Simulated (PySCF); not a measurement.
# F3H4HfNSi ((F)3Hf-NH-SiH3): the cost of one run

Programs: PySCF 2.14.0, with routines of our own; each step states its level. All values are computed. Atoms count from 0.

## 1. The starting structure

10 atoms, charge 0, multiplicity 1; geometry from: GFN2-xTB.

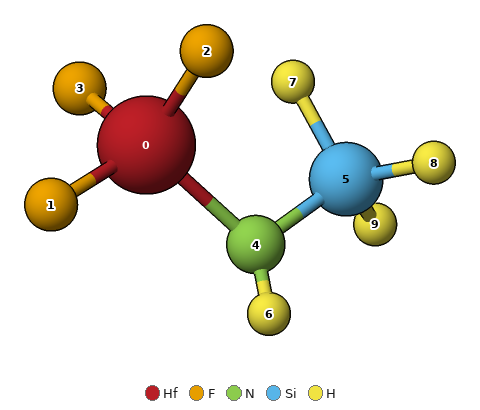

The starting geometry (hafnium red, fluorine amber, nitrogen green, silicon blue, hydrogen yellow); sticks join atoms by distance alone.

## 2. Optimising the geometry at PBE0-D3(BJ)/def2-SVP

Job settings and geometry (Å):

```
{"job": {"xc": "PBE0", "basis": "def2-SVP", "d3": "d3bj", "grid": 1, "maxiter": 30, "shake": 0.03, "kind": "geom"}, "charge": 0, "multiplicity": 1}
Hf     1.045530     0.324150     1.046510
F      1.835700     1.837050     1.796500
F     -0.108620    -0.332000     2.359170
F      2.413980    -0.837860     0.692590
N     -0.141480     0.822190    -0.585620
Si    -0.986820    -0.574960    -1.030550
H     -0.432300     1.718730    -0.940780
H     -0.195300    -1.657440    -0.283940
H     -2.409930    -0.570030    -0.605000
H     -0.896120    -0.806580    -2.444490
```

Command:

```console
$ OMP_NUM_THREADS=1 python heavy_run.py task.json out
```

The driver reads the jobs from task.json and runs them one after another.

**Question.** How long does this first job take on 1 thread of Intel Xeon Platinum 8259CL at 2.50GHz, shared host, and how much memory does it need?

About 2.2 min, with a peak of 0.51 GiB.
